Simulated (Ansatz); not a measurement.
# The cluster GeSe₂: trial inputs and their diagnosis

2 inputs were typed for the cluster GeSe₂. Each is run as it stands; the log then has to tell whether the result can be used.

Method: the settings change from run to run; program: Ansatz 0.2.0, Gaussian basis.

1 further run of the same task is left out (set aside as unsound or not needed). Runs told in other sessions of the task aren't counted.

## Step 1: The geometry

The structure was relaxed beforehand with r2SCAN-D4 in a triple-zeta def2 set.

3 atoms, charge 0, spin multiplicity 1.

Atoms are counted from 1 here; the program's logs count them from 0.

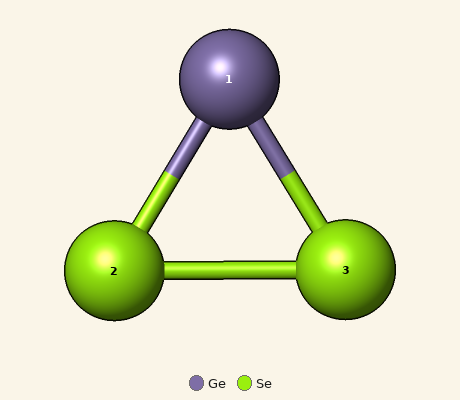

The geometry (germanium purple, selenium green); atoms are numbered from 1 in the order of the file.

As a file:

```xyz
3

Ge    0.2227   -0.6221   -1.1670
Se    0.6873    1.1755    0.2753
Se   -0.9100   -0.5534    0.8917
```

## Step 2: Attempt 1

Contents of in.yaml:

```yaml
crystal:
  periodic: [false, false, false]
  atoms:
    - {symbol: Ge, position_ang: [0.222673, -0.622095, -1.166977]}
    - {symbol: Se, position_ang: [0.687283, 1.175455, 0.275305]}
    - {symbol: Se, position_ang: [-0.909956, -0.553360, 0.891671]}
basis:
  gaussian: {orbitals: pcseg-2}
magnetization: {spin_polarized: true, initial_magnetization: 8}
hamiltonian: {xc: {name: B3LYP5}}
scf: {lower_state_search: off}
```

Run with:

```
> ansatz run in.yaml --threads 4 --pin off --events-out ev --progress --plain --max-ram 3916MiB
```

The program printed:

```text
Functional definition: B3LYP5
  name "B3LYP5"
  cite "Stephens, Devlin, Chabalowski & Frisch, J. Phys. Chem. 98, 11623 (1994) doi:10.1021/j100096a001"
  cite "Becke, Phys. Rev. A 38, 3098 (1988) doi:10.1103/PhysRevA.38.3098"
  cite "Lee, Yang & Parr, Phys. Rev. B 37, 785 (1988) doi:10.1103/PhysRevB.37.785"
  cite "Vosko, Wilk & Nusair, Can. J. Phys. 58, 1200 (1980) doi:10.1139/p80-159"
  parameter a0 = 0.2
  parameter ax = 0.72
  parameter ac = 0.81
  exchange = (1 - a0 - ax)*slater_x + ax*b88_x + a0*exact_x
  correlation = (1 - ac)*vwn5_c + ac*lyp_c
these checks for a lower state are left out or cut short: stability, starts, cluster_reference, orbital_swaps, neighbouring_geometries, increment
895 factors; integrals over basis functions are off by at most 7.4e-4 eV
mean field evaluation 1: about -187198.1581 eV, gradient 1.3e1 eV
mean field evaluation 2: about -187197.4700 eV, gradient 1.7e1 eV
mean field evaluation 4: about -187199.5242 eV, gradient 7.1e-1 eV
mean field evaluation 8: about -187199.5820 eV, gradient 3.0e-2 eV
mean field evaluation 16: about -187199.5820 eV, gradient 4.7e-5 eV
mean field -187199.58202358 eV, -6879.4577509325 hartree, gradient 4.7e-6 eV, S^2 20.003411; 0 other end points of the search recorded, 0 dependent functions left out
reference -187199.58221232 eV, -6879.4577578685 hartree; 54, 46 occupied and 75, 83 virtual orbitals, 895 factors
Total energy: -187199.58221232 eV, -6879.4577578685 hartree
Checks for a lower state left out: stability, starts, cluster_reference, orbital_swaps, neighbouring_geometries, increment
```

Run time: 2.1 s. Hardware: 4 threads of Arm Neoverse V2, shared host.

Diagnosis: It ended without an error, which proves nothing about the input. The spin is set far too high for this molecule. It asks for 8 unpaired electrons; the ground state has 0. Its energy belongs to an excited spin state, not the ground state. To mend it, set initial_magnetization back to that of the ground state.

## Step 3: Attempt 2

Contents of in.yaml:

```yaml
crystal:
  periodic: [false, false, false]
  atoms:
    - {symbol: Ge, position_ang: [0.222673, -0.622095, -1.166977]}
    - {symbol: Se, position_ang: [0.687283, 1.175455, 0.275305]}
    - {symbol: Se, position_ang: [-0.909956, -0.553360, 0.891671]}
basis:
  gaussian: {orbitals: def2-TZVP, nuclear_model: gaussian}
magnetization: {spin_polarized: true, initial_magnetization: 1}
hamiltonian: {xc: {name: B97M-V}}
output: {forces: true}
```

The command is unchanged.

The program printed:

```text
Error: a molecule whose nuclei and cores have a total charge of 100 cannot have a net charge of 0 together with 1 unpaired electrons
```

Run time: 0.05 s. Hardware: 4 threads of Arm Neoverse V2, shared host.

Diagnosis: Refused before any calculation. The number of unpaired electrons doesn't fit the electron count. Cure: make charge and initial_magnetization agree: an even electron count takes an even number of unpaired electrons.

## Step 4: How the tries ended

```csv
attempt,level,ended,cause,time
1,B3LYP5/pcseg-2,converged,the spin is set far too high for this molecule,2.1 s
2,B97M-V/def2-TZVP,refused,the number of unpaired electrons doesn't fit the electron count,0.05 s
```

**Reading.** 1 converged, 1 refused. A refusal costs next to no computing time. The dangerous case is the input that converges on a wrong geometry, charge, spin, basis or grid: often only a look at the input shows it.
